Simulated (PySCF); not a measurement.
# OLYP-D4/4-31G (density fitting with aug-cc-pvtz-jkfit) run of C3H2F+ (SMILES Fc1c[cH+]1)

Aim: a geometry optimisation of C3H2F+. The job is set up through a Python script.

The calculation is run with PySCF 2.14.0.

## (1) The structure to begin with

C3H2F+: 6 atoms, total charge +1, spin state singlet. As SMILES, `Fc1c[cH+]1`. Geometry: relaxed at GFN2-xTB. The run starts from this shape.

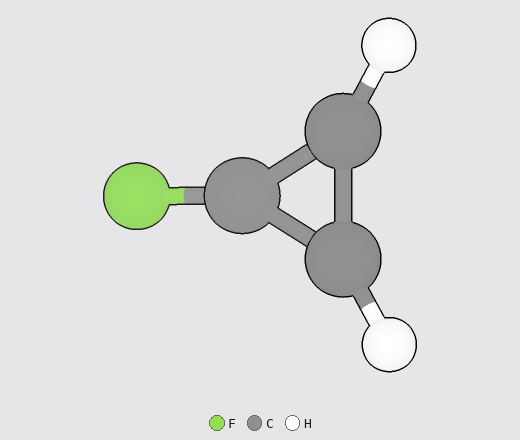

The structure, seen from a chosen angle (fluorine green, carbon grey, hydrogen white).

## (2) A structure relaxation at OLYP-D4/4-31G (density fitting with aug-cc-pvtz-jkfit)

File input.py:

```python
from pyscf import gto, dft
from pyscf.geomopt.geometric_solver import kernel as optimise

mol = gto.M(
    atom='''
F     -0.881916    -3.463887     1.365818
C     -0.336428    -1.323810     0.521980
C      1.247540     0.231888    -0.861640
C     -0.876984     1.225072     0.288051
H      2.910386     0.501042    -2.002732
H     -2.062579     2.829714     0.688541
''',
    unit='bohr',
    max_memory=1860,
    verbose=3,
    basis='4-31g',
    charge=1,
)

ks = dft.RKS(mol)
ks.xc = 'olyp'
ks = ks.density_fit(auxbasis='aug-cc-pvtz-jkfit')
ks.disp = 'd4'
converged, mol_eq = optimise(ks, maxsteps=100, coordsys='dlc')
print('converged:', converged)
print(mol_eq.tostring())

ks.reset(mol_eq)
mol = mol_eq
ks.kernel()
e_final = ks.e_tot
print(f'total energy: {e_final:.8f} hartree')
```

Started as:

```sh
OMP_NUM_THREADS=1 python input.py
```

**Question.** What will come out? Wanted: total energy at the end; HOMO energy; LUMO energy; HOMO–LUMO gap; dispersion energy.

Answer, from the run:

Level: OLYP-D4/4-31G (density fitting with aug-cc-pvtz-jkfit).

```
               quantity          value
total energy at the end  -214.63381 Eh
            HOMO energy      -15.59 eV
            LUMO energy       -9.40 eV
          HOMO–LUMO gap        6.18 eV
      dispersion energy  -40.49 kJ/mol
```

What this shows: At the final geometry: Bond lengths: F1–C2 1.302 Å, C2–C3 1.379 Å, C2–C4 1.379 Å, C3–C4 1.396 Å, C3–H5 1.081 Å, C4–H6 1.081 Å. Angles: F1–C2–C3 149.6°, F1–C2–C4 149.6°, C3–C2–C4 60.8°, C2–C3–C4 59.6°, C2–C4–C3 59.6°, C2–C3–H5 152.6°, C4–C3–H5 147.8°, C2–C4–H6 152.6°, C3–C4–H6 147.8°. The optimisation took 5 steps and changed the energy by -0.078 eV.
